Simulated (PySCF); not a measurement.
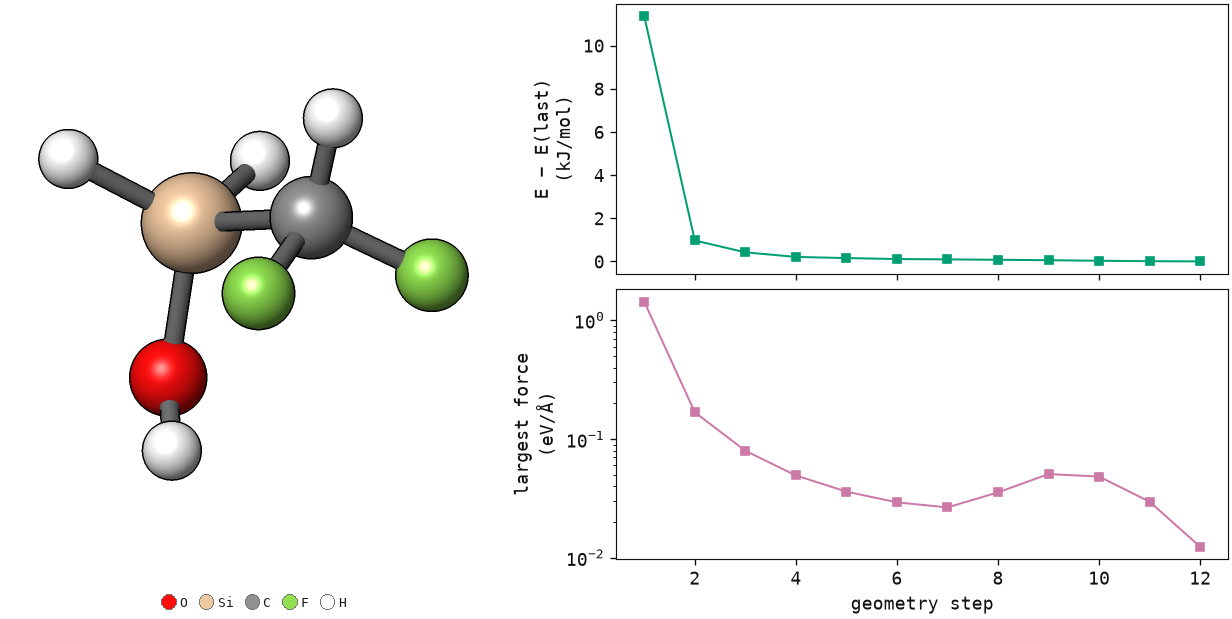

Beside the plot: the molecule at the start.

History of a geometry optimisation. The run: CH4F2OSi (SMILES O[SiH2]C(F)F), by PBE0-D3(BJ)/def2-SVP, geometry optimisation in PySCF.

The optimisation met its thresholds at geometry 12, counting the start as the first. The energy fell by about 11 kJ/mol from the first step to the last. The largest force goes from about 1.4 eV/Å at the start to 0.012 eV/Å at the end.
